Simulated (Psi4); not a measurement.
# Excited-state calculation, with input and output: BH$_{3}$O (charge −1)

System: BH$_{3}$O, charge −1, multiplicity 2, SMILES [BH2-]O.
Method: TDA (BP86)/cc-pVTZ-DK, ROKS, DKH2 (Psi4 1.11).

The geometry comes from this level: GFN2-xTB.

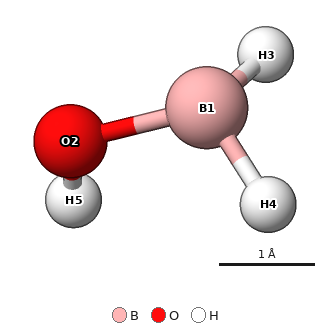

The input geometry (ball-and-stick view, seen at a tilt; atoms are numbered from 1 in the order of the input). Bond lengths as drawn: B–H 1.27 Å, B–O 1.53 Å and H–O 0.96 Å.

Input (run.py):
```python
import psi4

psi4.set_memory(1600000000)
psi4.set_num_threads(1)
psi4.core.set_output_file('bh3o.out', False)

geom = psi4.geometry("""
-1 2
B     -0.558550    -0.234200     0.180320
O      0.255120     1.054670     0.280220
H      0.033680    -1.207330     0.735040
H     -0.823360    -0.530130    -1.022660
H      1.093110     0.916990    -0.172930
units angstrom
symmetry c1
""")

psi4.set_options({
    'basis': 'cc-pVTZ-DK',
    'reference': 'rohf',
    'scf_type': 'df',
    'tdscf_states': 3,
    'tdscf_tda': True,
    'relativistic': 'dkh',
    'dkh_order': 2,
})

e_tot, wfn = psi4.energy("td-bp86", return_wfn=True)
print('E =', round(e_tot, 9))
```

Hardware: 1 thread of Intel Xeon (Granite Rapids), 192 GiB of memory available, shared host.

Command:
```bash
python run.py
```

Log:
```
Relativistic analytic gradients are not implemented yet, re-routing to finite differences.
```

Standard output:
```
Traceback (most recent call last):
  [frames left out]
psi4.driver.p4util.exceptions.ValidationError: ROHF reference for DFT is not available.
```

What the run reported:

```tsv
quantity	value
outcome	refused by the program
```

What went wrong:

Some settings of this run were drawn to be unusual or wrong (reference set to ROKS (from UKS)). The program refused the input: “psi4.driver.p4util.exceptions.ValidationError: ROHF reference for DFT is not available.”
